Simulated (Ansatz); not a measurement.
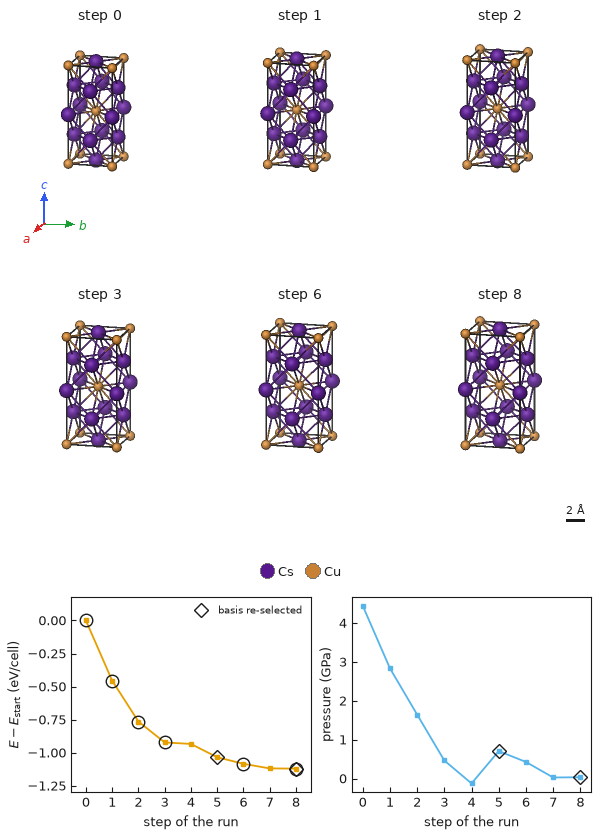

Frames of a relaxation of solid Cs$_{3}$Cu (built on the TiAl3 (D0_22)_139 type) (coarse preliminary run), marked on the history of the run. Style: ball-and-stick. Shown: the conventional cell (2 times the calculation's cell), slightly off an axis. Lengths and directions refer to the drawn axes.

Case: TiAl3 (D0_22) type (I4/mmm, No. 139).

Computed with DFT PBE, scalar-relativistic, plane waves, PAW in Ansatz. (plane-wave cutoff 420 eV; k-point mesh 6 × 6 × 6; occupations gaussian; smearing width 0.1 eV; no spin polarisation; cell and atoms relaxed; force threshold 0.04 eV/Å; at most 70 steps)

**Describe the path.**

No atom moves by more than 0.005 Å relative to the cell. The drawn cell changes as follows: a = b 5.119 → 6.373 Å (+24.5 %), c 11.434 → 12.965 Å (+13.4 %); the volume changes by +75.8 %. Near-neighbour distances that change, for instance: Cs–Cs 3.619 → 4.507 Å, Cs–Cu 3.619 → 4.507 Å, Cs–Cu 3.837 → 4.545 Å, Cs–Cs 3.837 → 4.545 Å. The space group stays I4/mmm (No. 139). Over 6 accepted moves (8 points after the start) the energy falls by 1.120 eV per cell of the calculation. All forces vanish by symmetry, so only the cell relaxes. The pressure goes from 4.45 to 0.03 GPa. At 2 points the geometry stayed and the basis and grid were re-selected for the new cell (energy shift of 0.101 eV per cell of the calculation at most each time). Cost: 2.3 min on 1 thread of Arm Neoverse V1, with other jobs on the host, peak memory 0.59 GiB. From step 0 to 1: volume +13.3 %, energy −0.454 eV per cell of the calculation. From step 1 to 2: volume +13.0 %, energy −0.310 eV per cell of the calculation. From step 2 to 3: volume +12.0 %, energy −0.158 eV per cell of the calculation. From step 3 to 6: volume +11.2 %, energy −0.162 eV per cell of the calculation. From step 6 to 8: volume +10.2 %, energy −36.4 meV per cell of the calculation.

```csv
step,"E − E(0), meV/atom","pressure, GPa","volume, Å³/atom",note
0,0.00,4.45,37.446,
1,-113.62,2.84,42.441,
2,-191.04,1.65,47.944,
3,-230.55,0.46,53.711,
4,-233.43,-0.13,56.369,
5,-258.55,0.71,56.369,"same geometry, new basis"
6,-271.00,0.43,59.736,
7,-279.69,0.03,65.830,
8,-280.10,0.03,65.830,"same geometry, new basis"
```
